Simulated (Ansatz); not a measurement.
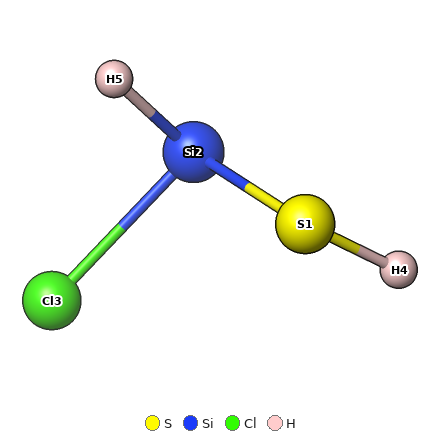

The system is ClH₂SSi, SMILES S[SiH-]Cl, charge −1; the picture shows the reference structure. 
- First axis: bond length Si2–Cl3. Second axis: angle Cl3–Si2–S1.
- Nothing is relaxed (all other coordinates rigid).
- The scan uses an 11 × 11 grid. At 11 points there is no value.
- All energies are given in kJ/mol relative to the lowest grid point.
- Level of theory: RKS PBE0-D4/def2-TZVPD (Ansatz 0.2.0).

Its coordinates:

```xyz
5

S    -1.3721   -0.4775    0.0808
Si    0.8146   -0.2250   -0.3679
Cl    1.2327    1.8015    0.4868
H    -1.8215   -0.1524   -1.1419
H     1.1463   -0.9465    0.9422
```

Range: bond length Si2–Cl3 from 1.881 to 2.910 Å; angle Cl3–Si2–S1 from 57 to 147°.

Question: What landscape does the calculation give?

Answer: The lowest grid point is at bond length Si2–Cl3 = 2.292 Å, angle Cl3–Si2–S1 = 102°. The highest grid point, bond length Si2–Cl3 = 2.704 Å, angle Cl3–Si2–S1 = 57°, lies 270 kJ/mol above the lowest.

| angle Cl3–Si2–S1 ↓, bond length Si2–Cl3 → | 1.881 | 1.984 | 2.087 | 2.189 | 2.292 | 2.395 | 2.498 | 2.601 | 2.704 | 2.807 | 2.910 |
| --- | --- | --- | --- | --- | --- | --- | --- | --- | --- | --- | --- |
| 147 | 191 | 136 | 104 | 88 | 81 | 80 | 82 | 87 | 93 | 100 | 107 |
| 138 | 158 | 104 | 75 | 61 | 57 | 58 | 63 | 70 | 78 | 86 | 95 |
| 129 | 129 | 77 | 49 | 37 | 35 | 38 | 45 | 54 | 64 | 74 | 84 |
| 120 | 107 | 55 | 29 | 18 | 17 | 22 | 31 | 41 | 52 | 64 | 75 |
| 111 | 93 | 41 | 15 | 5 | 5 | 11 | 20 | 32 | 44 | 57 | 69 |
| 102 | 89 | 37 | 10 | 0 | 0 | 6 | 16 | 28 | 41 | 54 | 67 |
| 93 | 101 | 47 | 18 | 7 | 6 | 11 | 20 | 32 | 44 | 57 | 69 |
| 84 | 137 | 78 | 46 | 31 | 27 | 30 | 37 | 47 | 57 | 69 | 80 |
| 75 | 214 | 147 | 108 | 86 | 76 | 73 | 75 | 80 | 87 | 94 | 102 |
| 66 | – | – | – | 201 | 179 | 164 | 155 | 150 | 147 | 146 | 146 |
| 57 | – | – | – | – | – | – | – | – | 270 | 250 | 233 |

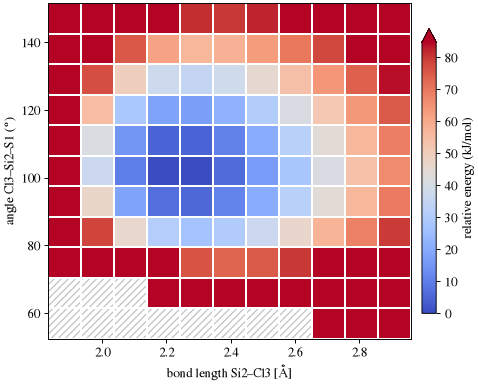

In the figure: one coloured cell a grid point, one colour for all values above the top of the scale, hatched blanks where no value was computed.

Time for the 110 points that were run: 9.3 min on 1 thread of Arm Neoverse V2, with other jobs on the host.
